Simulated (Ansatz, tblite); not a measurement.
# The cluster Mo2O2+: rung by rung

Aim: run the doublet of the cluster Mo2O2+ at one geometry on many levels, and compare frontier levels, spin and run time.

Method: as each input shows; program: Ansatz 0.2.0, Gaussian basis.

Plan: GFN1-xTB, GFN2-xTB, PBE-D4/def2-TZVP, r2SCAN-D4/def2-TZVP, HF/def2-TZVP, ωB97M-V/def2-TZVP, LC-ωPBE/def2-TZVP, B3LYP-D4/def2-TZVP, BLYP-D4/def2-TZVP, PBE-D4/def2-SVP, PBE0-D4/def2-SVP, CCSD(T)/def2-TZVP, RPA/def2-TZVP.

5 further runs of the same task are left out: 5 set aside as unsound or not needed. Runs told in other sessions of the task aren't counted.

## Step 1: The relaxed structure

The doublet was relaxed beforehand with PBE0-D4/def2-TZVP. At that level it is the lowest of the isomers that a small search found.

4 atoms, charge 1, spin multiplicity 2.

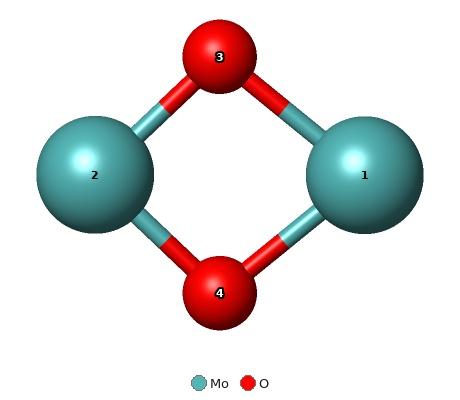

The structure; molybdenum teal, oxygen red; atoms are numbered from 1 in the order of the file.

Mo takes a core potential in the def2 sets. No spin-orbit coupling is included. The ion is computed in the gas phase, without counter-ions or solvent.

PBE0-D4/def2-TZVP was run before; its log isn't repeated, and its numbers join the tables.

## Step 2: GFN1-xTB

Tight binding, by tblite at 300 K electronic temperature and without a spin-polarisation term:

```python
tblite.interface.Calculator('GFN1-xTB', numbers, positions, charge=1, uhf=1).singlepoint()
```

Energy -353.0875 eV; 0.003 s.

## Step 3: GFN2-xTB

Tight binding, by tblite at 300 K electronic temperature and without a spin-polarisation term:

```python
tblite.interface.Calculator('GFN2-xTB', numbers, positions, charge=1, uhf=1).singlepoint()
```

Energy -317.0761 eV; 0.004 s.

## Step 4: PBE-D4/def2-TZVP

start.molden holds the orbitals of an earlier run on this state, given as this run's starting guess.

in.yaml

```yaml
crystal:
  periodic: [false, false, false]
  atoms:
    - {symbol: Mo, position_ang: [-0.033906, -1.468933, -0.104598]}
    - {symbol: Mo, position_ang: [0.031447, 1.361111, 0.096901]}
    - {symbol: O, position_ang: [-0.608029, 0.145279, -1.081801]}
    - {symbol: O, position_ang: [0.610488, -0.037457, 1.089498]}
basis:
  gaussian: {orbitals: def2-TZVP, initial_orbitals: start.molden}
total_charge: 1
magnetization: {spin_polarized: true, initial_magnetization: 1}
hamiltonian: {xc: pbe, dispersion: d4}
scf: {omitted_lower_state_checks: [starts]}
output: {forces: true, orbitals: {seedname: orbitals}}
```

Launch:

```
> ansatz run in.yaml --threads 4 --pin off --events-out ev --progress --plain --max-ram 3916MiB
```

Log:

```text
Functional definition: PBE
  name "PBE"
  cite "Perdew, Burke & Ernzerhof, Phys. Rev. Lett. 77, 3865 (1996) doi:10.1103/PhysRevLett.77.3865"
  parent pbe
  parameter kappa = 0.804
  parameter beta = 0.06672455060314922
  exchange = pbe_x(kappa = kappa, mu = beta*pi^2/3)
  correlation = pbe_c(beta = beta)
these checks for a lower state are left out or cut short: starts
918 factors; their error is unknown
mean field evaluation 1: about -7797.6179 eV, gradient 6.2e0 eV
mean field evaluation 2: about -7797.8737 eV, gradient 3.9e-1 eV
mean field evaluation 4: about -7797.8744 eV, gradient 1.2e-1 eV
mean field evaluation 8: about -7797.8745 eV, gradient 1.8e-5 eV
mean field -7797.87447038 eV, -286.5666011972 hartree, gradient 4.4e-6 eV, S^2 3.270357; 0 other end points of the search recorded, 0 dependent functions left out
the calculation of the forces begins
reference -7797.87453246 eV, -286.5666034787 hartree; 22, 21 occupied and 120, 121 virtual orbitals, 918 factors
Total energy: -7798.01878486 eV, -286.5719046567 hartree
Atom 0 at    -0.033906    -1.468933    -0.104598 Å, force     0.005323     0.230437     0.016406 eV/Å
Atom 1 at     0.031447     1.361111     0.096901 Å, force     0.016236     0.702026     0.049971 eV/Å
Atom 2 at    -0.608029     0.145279    -1.081801 Å, force    -0.095401    -0.453541    -0.183977 eV/Å
Atom 3 at     0.610488    -0.037457     1.089498 Å, force     0.073842    -0.478922     0.117600 eV/Å
Dipole moment:    -0.000301    -0.013974    -0.001007 e Å
Checks for a lower state left out: starts
```

Run time: 3.6 s. Hardware: 4 threads of Arm Neoverse V2, shared host.

HOMO -9.45 eV, LUMO -9.09 eV (over both spins); ⟨S²⟩ 3.270 (pure: 0.75). Doubts: spin contamination.

## Step 5: r2SCAN-D4/def2-TZVP

Edit in.yaml of step 4 so:

```diff
@@ -11,4 +11,4 @@
 magnetization: {spin_polarized: true, initial_magnetization: 1}
-hamiltonian: {xc: pbe, dispersion: d4}
+hamiltonian: {xc: r2scan, dispersion: d4}
 scf: {omitted_lower_state_checks: [starts]}
-output: {forces: true, orbitals: {seedname: orbitals}}
+output: {orbitals: {seedname: orbitals}}
```

Same command.

Log:

```text
Functional definition: r2SCAN
  name "r2SCAN"
  cite "Furness, Kaplan, Ning, Perdew & Sun, J. Phys. Chem. Lett. 11, 8208 (2020) doi:10.1021/acs.jpclett.0c02405"
  cite "Furness, Kaplan, Ning, Perdew & Sun, J. Phys. Chem. Lett. 11, 9248 (2020) doi:10.1021/acs.jpclett.0c03077"
  parent r2scan
  parameter k0 = 0.174
  parameter k1 = 0.065
  parameter a1 = 4.9479
  exchange = r2scan_x(k0 = k0, k1 = k1, a1 = a1)
  correlation = r2scan_c
these checks for a lower state are left out or cut short: starts
918 factors; their error is unknown
mean field evaluation 1: about -7800.6909 eV, gradient 3.7e0 eV
mean field evaluation 2: about -7800.7797 eV, gradient 1.4e-1 eV
mean field evaluation 4: about -7800.7694 eV, gradient 2.2e-3 eV
mean field evaluation 8: about -7800.7694 eV, gradient 3.3e-5 eV
mean field -7800.76943561 eV, -286.6729892072 hartree, gradient 3.0e-6 eV, S^2 3.525787; 0 other end points of the search recorded, 0 dependent functions left out
reference -7800.76945701 eV, -286.6729899937 hartree; 22, 21 occupied and 120, 121 virtual orbitals, 918 factors
Total energy: -7800.79674123 eV, -286.6739926704 hartree
Checks for a lower state left out: starts
```

It took 7 s on 4 threads of Arm Neoverse V2, shared host.

HOMO -9.79 eV, LUMO -9.00 eV (over both spins); ⟨S²⟩ 3.526 (pure: 0.75). Doubts: spin contamination.

## Step 6: HF/def2-TZVP

Edit in.yaml of step 5 so:

```diff
@@ -11,3 +11,3 @@
 magnetization: {spin_polarized: true, initial_magnetization: 1}
-hamiltonian: {xc: r2scan, dispersion: d4}
+hamiltonian: {xc: hf}
 scf: {omitted_lower_state_checks: [starts]}
```

Same command.

Log:

```text
Functional definition: HF
  name "HF"
  cite "Fock, Z. Phys. 61, 126 (1930) doi:10.1007/BF01340294"
  parent pbe
  exchange = exact_x
  correlation = 0
these checks for a lower state are left out or cut short: starts
1284 factors; their error is unknown
mean field evaluation 1: about -7744.9311 eV, gradient 1.8e1 eV
mean field evaluation 2: about -7746.4928 eV, gradient 1.9e0 eV
mean field evaluation 4: about -7746.5530 eV, gradient 9.1e-4 eV
mean field evaluation 8: about -7747.2085 eV, gradient 3.7e-3 eV
mean field -7747.20849484 eV, -284.7046609387 hartree, gradient 6.7e-6 eV, S^2 3.774051; 0 other end points of the search recorded, 0 dependent functions left out
reference -7747.20849484 eV, -284.7046609387 hartree; 22, 21 occupied and 120, 121 virtual orbitals, 1284 factors
Total energy: -7747.20849484 eV, -284.7046609387 hartree
Checks for a lower state left out: starts
```

Run time: 3.3 s. Hardware: 4 threads of Arm Neoverse V2, shared host.

HOMO -14.58 eV, LUMO -4.44 eV (over both spins); ⟨S²⟩ 3.774 (pure: 0.75). Doubts: spin contamination.

## Step 7: ωB97M-V/def2-TZVP

Edit in.yaml of step 6 so:

```diff
@@ -11,3 +11,3 @@
 magnetization: {spin_polarized: true, initial_magnetization: 1}
-hamiltonian: {xc: hf}
+hamiltonian: {xc: {name: wB97M-V}}
 scf: {omitted_lower_state_checks: [starts]}
```

Same command.

Log, shortened:

```text
Functional definition: wB97M-V
  name "wB97M-V"
  cite "Mardirossian & Head-Gordon, J. Chem. Phys. 144, 214110 (2016) doi:10.1063/1.4952647"
  cite "Becke, J. Chem. Phys. 107, 8554 (1997) doi:10.1063/1.475007"
  cite "Vydrov & Van Voorhis, J. Chem. Phys. 133, 244103 (2010) doi:10.1063/1.3521275"
  # Of w^i u^j: cxij and so on, Table III.
[...]
  gx(w, u) = 1 - cx + cx01*u + cx10*w
  gss(w, u) = css00 + css04*u^4 + css10*w + css20*w^2 + css43*w^4*u^3
  gos(w, u) = cos00 + cos10*w + (cos20 + cos21*u)*w^2 + (cos60 + cos61*u)*w^6
[...]
      + integral(e_c_pw_mod_opposite_spin*gos(b97_w_opposite, b97_u_opposite)) + vv10(b, c)
[...]
972 factors; their error is unknown
218 factors; integrals over basis functions are off by at most 4.8e-5 eV
[...]
mean field -7794.19500349 eV, -286.4313832830 hartree, gradient 1.2e-5 eV, S^2 3.612414; 0 other end points of the search recorded, 0 dependent functions left out
reference -7794.19506762 eV, -286.4313856399 hartree; 22, 21 occupied and 120, 121 virtual orbitals, 972 factors
Total energy: -7794.19506762 eV, -286.4313856399 hartree
Checks for a lower state left out: starts
```

Wall time 39 s (4 threads of Arm Neoverse V2, shared host); peak memory 0.85 GiB.

HOMO -13.15 eV, LUMO -5.66 eV (over both spins); ⟨S²⟩ 3.612 (pure: 0.75). Doubts: spin contamination.

## Step 8: LC-ωPBE/def2-TZVP

Edit in.yaml of step 7 so:

```diff
@@ -11,3 +11,3 @@
 magnetization: {spin_polarized: true, initial_magnetization: 1}
-hamiltonian: {xc: {name: wB97M-V}}
+hamiltonian: {xc: {name: LC-wPBE}}
 scf: {omitted_lower_state_checks: [starts]}
```

Same command.

Log, shortened:

```text
Functional definition: LC-wPBE
  name "LC-wPBE"
  cite "Vydrov & Scuseria, J. Chem. Phys. 125, 234109 (2006) doi:10.1063/1.2409292"
  cite "Heyd & Scuseria, J. Chem. Phys. 120, 7274 (2004) doi:10.1063/1.1668634"
  cite "Ernzerhof & Perdew, J. Chem. Phys. 109, 3313 (1998) doi:10.1063/1.476928"
  cite "Perdew, Burke & Ernzerhof, Phys. Rev. Lett. 77, 3865 (1996) doi:10.1103/PhysRevLett.77.3865"
  parent pbe
[...]
918 factors; their error is unknown
310 factors; integrals over basis functions are off by at most 4.3e-5 eV
[...]
mean field -7798.23383175 eV, -286.5798074842 hartree, gradient 8.7e-6 eV, S^2 3.655354; 0 other end points of the search recorded, 0 dependent functions left out
reference -7798.23383176 eV, -286.5798074846 hartree; 22, 21 occupied and 120, 121 virtual orbitals, 918 factors
Total energy: -7798.23383176 eV, -286.5798074846 hartree
Checks for a lower state left out: starts
```

Wall time 8.5 s (4 threads of Arm Neoverse V2, shared host).

Report: HOMO -13.56 eV, LUMO -5.34 eV (over both spins); ⟨S²⟩ 3.655 (pure: 0.75). Doubts: spin contamination.

## Step 9: B3LYP-D4/def2-TZVP

Edit in.yaml of step 8 so:

```diff
@@ -11,3 +11,3 @@
 magnetization: {spin_polarized: true, initial_magnetization: 1}
-hamiltonian: {xc: {name: LC-wPBE}}
+hamiltonian: {xc: {name: B3LYP}, dispersion: d4}
 scf: {omitted_lower_state_checks: [starts]}
```

The command is unchanged.

Log, shortened:

```text
Functional definition: B3LYP
  name "B3LYP"
  cite "Stephens, Devlin, Chabalowski & Frisch, J. Phys. Chem. 98, 11623 (1994) doi:10.1021/j100096a001"
  cite "Becke, Phys. Rev. A 38, 3098 (1988) doi:10.1103/PhysRevA.38.3098"
  cite "Lee, Yang & Parr, Phys. Rev. B 37, 785 (1988) doi:10.1103/PhysRevB.37.785"
  cite "Vosko, Wilk & Nusair, Can. J. Phys. 58, 1200 (1980) doi:10.1139/p80-159"
[...]
1044 factors; their error is unknown
[...]
mean field -7801.30299039 eV, -286.6925969836 hartree, gradient 4.1e-6 eV, S^2 3.484716; 0 other end points of the search recorded, 0 dependent functions left out
reference -7801.30323827 eV, -286.6926060931 hartree; 22, 21 occupied and 120, 121 virtual orbitals, 1044 factors
Total energy: -7801.54452452 eV, -286.7014731992 hartree
Checks for a lower state left out: starts
```

It took 8 s on 4 threads of Arm Neoverse V2, shared host; peak memory 0.55 GiB.

HOMO -10.58 eV, LUMO -8.19 eV (over both spins); ⟨S²⟩ 3.485 (pure: 0.75). Doubts: spin contamination.

## Step 10: BLYP-D4/def2-TZVP

Edit in.yaml of step 9 so:

```diff
@@ -11,3 +11,3 @@
 magnetization: {spin_polarized: true, initial_magnetization: 1}
-hamiltonian: {xc: {name: B3LYP}, dispersion: d4}
+hamiltonian: {xc: {name: BLYP}, dispersion: d4}
 scf: {omitted_lower_state_checks: [starts]}
```

Same command.

Log:

```text
Functional definition: BLYP
  name "BLYP"
  cite "Becke, Phys. Rev. A 38, 3098 (1988) doi:10.1103/PhysRevA.38.3098"
  cite "Lee, Yang & Parr, Phys. Rev. B 37, 785 (1988) doi:10.1103/PhysRevB.37.785"
  parameter beta = 0.0042
  parameter a = 0.04918
  parameter b = 0.132
  parameter c = 0.2533
  parameter d = 0.349
  exchange = b88_x(beta = beta)
  correlation = lyp_c(a = a, b = b, c = c, d = d)
these checks for a lower state are left out or cut short: starts
918 factors; their error is unknown
mean field evaluation 1: about -7798.5863 eV, gradient 9.4e0 eV
mean field evaluation 2: about -7798.9827 eV, gradient 7.2e-1 eV
mean field evaluation 4: about -7799.0026 eV, gradient 1.7e-1 eV
mean field evaluation 8: about -7799.0032 eV, gradient 3.2e-5 eV
mean field evaluation 16: about -7799.0032 eV, gradient 2.1e-6 eV
mean field -7799.00317030 eV, -286.6080801544 hartree, gradient 2.1e-6 eV, S^2 3.143092; 0 other end points of the search recorded, 0 dependent functions left out
reference -7799.00349927 eV, -286.6080922438 hartree; 22, 21 occupied and 120, 121 virtual orbitals, 918 factors
Total energy: -7799.31676017 eV, -286.6196043693 hartree
Checks for a lower state left out: starts
```

Run time: 6.5 s. Hardware: 4 threads of Arm Neoverse V2, shared host.

Report: HOMO -9.30 eV, LUMO -8.94 eV (over both spins); ⟨S²⟩ 3.143 (pure: 0.75). Doubts: spin contamination.

## Step 11: PBE-D4/def2-SVP

Edit in.yaml of step 10 so:

```diff
@@ -8,6 +8,6 @@
 basis:
-  gaussian: {orbitals: def2-TZVP, initial_orbitals: start.molden}
+  gaussian: {orbitals: def2-SVP, initial_orbitals: start.molden}
 total_charge: 1
 magnetization: {spin_polarized: true, initial_magnetization: 1}
-hamiltonian: {xc: {name: BLYP}, dispersion: d4}
+hamiltonian: {xc: pbe, dispersion: d4}
 scf: {omitted_lower_state_checks: [starts]}
```

The command is unchanged.

Log:

```text
Functional definition: PBE
  name "PBE"
  cite "Perdew, Burke & Ernzerhof, Phys. Rev. Lett. 77, 3865 (1996) doi:10.1103/PhysRevLett.77.3865"
  parent pbe
  parameter kappa = 0.804
  parameter beta = 0.06672455060314922
  exchange = pbe_x(kappa = kappa, mu = beta*pi^2/3)
  correlation = pbe_c(beta = beta)
these checks for a lower state are left out or cut short: starts
892 factors; their error is unknown
mean field evaluation 1: about -7791.4112 eV, gradient 7.5e0 eV
mean field evaluation 2: about -7791.7530 eV, gradient 4.5e-1 eV
mean field evaluation 4: about -7791.7360 eV, gradient 1.5e-1 eV
mean field evaluation 8: about -7791.7363 eV, gradient 3.5e-5 eV
mean field -7791.73628693 eV, -286.3410271162 hartree, gradient 5.6e-6 eV, S^2 3.249320; 0 other end points of the search recorded, 0 dependent functions left out
reference -7791.73634454 eV, -286.3410292331 hartree; 22, 21 occupied and 68, 69 virtual orbitals, 892 factors
Total energy: -7791.88059694 eV, -286.3463304111 hartree
Checks for a lower state left out: starts
```

It took 2.2 s on 4 threads of Arm Neoverse V2, shared host.

HOMO -9.48 eV, LUMO -9.15 eV (over both spins); ⟨S²⟩ 3.249 (pure: 0.75). Doubts: spin contamination.

## Step 12: PBE0-D4/def2-SVP

Edit in.yaml of step 11 so:

```diff
@@ -11,3 +11,3 @@
 magnetization: {spin_polarized: true, initial_magnetization: 1}
-hamiltonian: {xc: pbe, dispersion: d4}
+hamiltonian: {xc: pbe0, dispersion: d4}
 scf: {omitted_lower_state_checks: [starts]}
```

Launched as before.

Log:

```text
Functional definition: PBE0
  name "PBE0"
  cite "Adamo & Barone, J. Chem. Phys. 110, 6158 (1999) doi:10.1063/1.478522"
  cite "Perdew, Burke & Ernzerhof, Phys. Rev. Lett. 77, 3865 (1996) doi:10.1103/PhysRevLett.77.3865"
  parent pbe
  parameter a = 0.25
  parameter kappa = 0.804
  parameter beta = 0.06672455060314922
  exchange = (1 - a)*pbe_x(kappa = kappa, mu = beta*pi^2/3) + a*exact_x
  correlation = pbe_c(beta = beta)
these checks for a lower state are left out or cut short: starts
906 factors; integrals over basis functions are off by at most 8.0e-4 eV
mean field evaluation 1: about -7789.0185 eV, gradient 7.0e0 eV
mean field evaluation 2: about -7789.1329 eV, gradient 9.4e-2 eV
mean field evaluation 4: about -7789.2853 eV, gradient 1.8e-3 eV
mean field evaluation 8: about -7789.2853 eV, gradient 2.7e-5 eV
mean field -7789.28528380 eV, -286.2509544126 hartree, gradient 2.8e-6 eV, S^2 3.563885; 0 other end points of the search recorded, 0 dependent functions left out
reference -7789.28532856 eV, -286.2509560572 hartree; 22, 21 occupied and 68, 69 virtual orbitals, 906 factors
Total energy: -7789.40560293 eV, -286.2553760589 hartree
Checks for a lower state left out: starts
```

Run time: 3.2 s. Hardware: 4 threads of Arm Neoverse V2, shared host.

Report: HOMO -10.91 eV, LUMO -8.00 eV (over both spins); ⟨S²⟩ 3.564 (pure: 0.75). Doubts: spin contamination.

## Step 13: CCSD(T)/def2-TZVP

Edit in.yaml of step 12 so:

```diff
@@ -8,7 +8,7 @@
 basis:
-  gaussian: {orbitals: def2-SVP, initial_orbitals: start.molden}
+  gaussian: {orbitals: def2-TZVP, initial_orbitals: start.molden}
 total_charge: 1
 magnetization: {spin_polarized: true, initial_magnetization: 1}
-hamiltonian: {xc: pbe0, dispersion: d4}
-scf: {omitted_lower_state_checks: [starts]}
+correlation: {method: ccsd_t}
+scf: {omitted_lower_state_checks: [starts, cluster_reference]}
 output: {orbitals: {seedname: orbitals}}
```

Launched as before.

Log, shortened:

```text
Functional definition: HF
  name "HF"
  cite "Fock, Z. Phys. 61, 126 (1930) doi:10.1007/BF01340294"
  parent pbe
[...]
1128 factors; integrals over basis functions are off by at most 6.5e-4 eV
[...]
mean field -7747.20888770 eV, -284.7046753762 hartree, gradient 2.4e-6 eV, S^2 3.774051; 0 other end points of the search recorded, 0 dependent functions left out
2 core orbitals not correlated: weight in the atoms' cores, before any rotation towards them, 1.000 or more for the frozen orbitals, at most 0.000 for the correlated occupied ones
reference -7747.20888770 eV, -284.7046753762 hartree; 20, 19 occupied and 120, 121 virtual orbitals, 1128 factors
second order -31.23514612 eV of doubles, -0.00000000 eV of singles
cycle   1  -28.76654205 eV  change     2.5e0 eV  update   2.5e-1
[...]
cycle  17  -30.35977601 eV  change   -2.4e-6 eV  update   2.6e-5
perturbative correction -1.53179514 eV, -0.0562924331 hartree
Total energy: -7779.10045885 eV, -285.8766689992 hartree
Checks for a lower state left out: starts, cluster_reference
```

Run time: 66 s. Hardware: 4 threads of Arm Neoverse V2, shared host; peak memory 2.1 GiB.

Hartree-Fock HOMO -14.58 eV, LUMO -4.44 eV (over both spins); ⟨S²⟩ 3.774 (pure: 0.75); T1 0.031. Doubts: spin contamination.

## Step 14: RPA/def2-TZVP

Edit in.yaml of step 13 so:

```diff
@@ -11,4 +11,4 @@
 magnetization: {spin_polarized: true, initial_magnetization: 1}
-correlation: {method: ccsd_t}
-scf: {omitted_lower_state_checks: [starts, cluster_reference]}
-output: {orbitals: {seedname: orbitals}}
+hamiltonian: {xc: pbe}
+correlation: {method: rpa}
+scf: {omitted_lower_state_checks: [starts]}
```

The command is unchanged.

Log, shortened:

```text
Functional definition: PBE
  name "PBE"
  cite "Perdew, Burke & Ernzerhof, Phys. Rev. Lett. 77, 3865 (1996) doi:10.1103/PhysRevLett.77.3865"
  parent pbe
[...]
1128 factors; integrals over basis functions are off by at most 6.5e-4 eV
[...]
mean field -7797.87444357 eV, -286.5666002121 hartree, gradient 1.8e-6 eV, S^2 3.270354; 0 other end points of the search recorded, 0 dependent functions left out
2 core orbitals not correlated: weight in the atoms' cores, before any rotation towards them, 1.000 or more for the frozen orbitals, at most 0.000 for the correlated occupied ones
reference -7743.51565248 eV, -284.5689514852 hartree; 20, 19 occupied and 120, 121 virtual orbitals, 1128 factors
Total energy: -7790.42064624 eV, -286.2926782126 hartree
Checks for a lower state left out: starts
```

Wall time 5.5 s (4 threads of Arm Neoverse V2, shared host).

⟨S²⟩ 3.270 (pure: 0.75). Doubts: spin contamination.

## Step 15: Comparison

```
              level  functions  HOMO (eV)  LUMO (eV)  gap (eV)   ⟨S²⟩   time
       HF/def2-TZVP        142     -14.58      -4.44     10.14  3.774  3.3 s
    PBE-D4/def2-SVP         90      -9.48      -9.15      0.33  3.249  2.2 s
   PBE-D4/def2-TZVP        142      -9.45      -9.09      0.36  3.270  3.6 s
  BLYP-D4/def2-TZVP        142      -9.30      -8.94      0.36  3.143  6.5 s
r2SCAN-D4/def2-TZVP        142      -9.79      -9.00      0.79  3.526    7 s
 B3LYP-D4/def2-TZVP        142     -10.58      -8.19      2.38  3.485    8 s
   PBE0-D4/def2-SVP         90     -10.91      -8.00      2.91  3.564  3.2 s
  PBE0-D4/def2-TZVP        142     -10.88      -7.93      2.95  3.571    8 s
  LC-ωPBE/def2-TZVP        142     -13.56      -5.34      8.21  3.655  8.5 s
  ωB97M-V/def2-TZVP        142     -13.15      -5.66      7.49  3.612   39 s
```

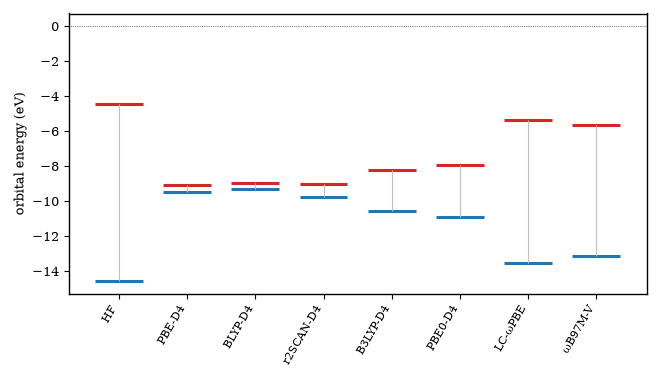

Highest filled (blue) and lowest empty (red) level in def2-TZVP, over both spins.

Energy pieces by basis (eV):

```
    basis          HF  MP2 correlation  CCSD correlation      (T)       total
def2-TZVP  -7747.2089         -31.2351          -30.3598  -1.5318  -7779.1005
```

## Step 16: Results

| quantity | value |
| --- | --- |
| gap in def2-TZVP, named functionals and Hartree-Fock, smallest and largest | 0.36 eV (PBE-D4), 10.14 eV (HF) |
| correlation energy, CCSD(T)/def2-TZVP | -31.89 eV |
| ⟨S²⟩ in def2-TZVP, named functionals and Hartree-Fock, smallest and largest | 3.143, 3.774 |
| PBE0 total energy, smallest basis above largest | 6.17 eV (def2-SVP, def2-TZVP) |

What this shows: Orbital gaps of the named functionals and Hartree-Fock in def2-TZVP span 0.36 eV (PBE-D4) to 10.14 eV (HF); exact exchange widens it. Over the named functionals and Hartree-Fock in def2-TZVP spin contamination reaches 3.02 (HF), and every level is far from pure, so all describe a mixture with higher spin. Notes on CCSD(T)/def2-TZVP: spin contamination.

The slowest run with a step of its own, CCSD(T)/def2-TZVP, took 66 s; the quickest functional in def2-TZVP took 3.6 s (shared host).
